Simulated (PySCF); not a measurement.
C10H8OS, SMILES c1c(-c2cccs2)ccc(c1)O, GFN2-xTB optimised geometry. Atoms within 1.6 Å of the plane z = 0.0 Å (x, y, z in Å): O1 (2.97, -3.40, 0.00), C2 (2.07, -2.38, 0.00), C3 (0.70, -2.59, -0.10), C4 (-0.17, -1.53, -0.10), C5 (0.29, -0.22, 0.00), C6 (-0.62, 0.91, 0.00), C7 (-1.99, 0.91, 0.00), C8 (-2.56, 2.20, 0.00), C9 (-1.62, 3.18, 0.00), S10 (-0.02, 2.54, 0.00), C11 (1.67, -0.01, 0.09), C12 (2.55, -1.07, 0.09), H13 (2.51, -4.24, -0.07), H14 (0.32, -3.60, -0.17), H15 (-1.23, -1.72, -0.18), H16 (-2.59, 0.01, 0.01), H17 (-3.62, 2.39, 0.00), H18 (-1.76, 4.24, 0.00), H19 (2.05, 0.99, 0.17), H20 (3.62, -0.91, 0.16).

Level of theory: CAM-B3LYP/def2-SVP (PySCF). Cells within 0.4 Å of a nucleus heavier than hydrogen are left out (blank, or x).

Map of the log10 of the electron density (e/bohr³), floored at −4 on the plane z = 0.0 Å:

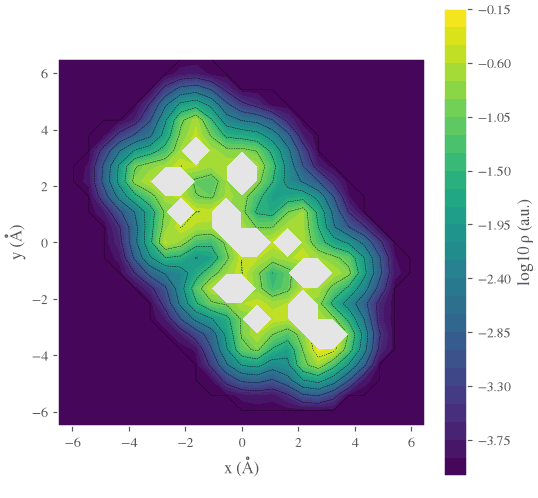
*Log10 of the electron density (e/bohr³), floored at −4 on the plane z = 0.0 Å.*
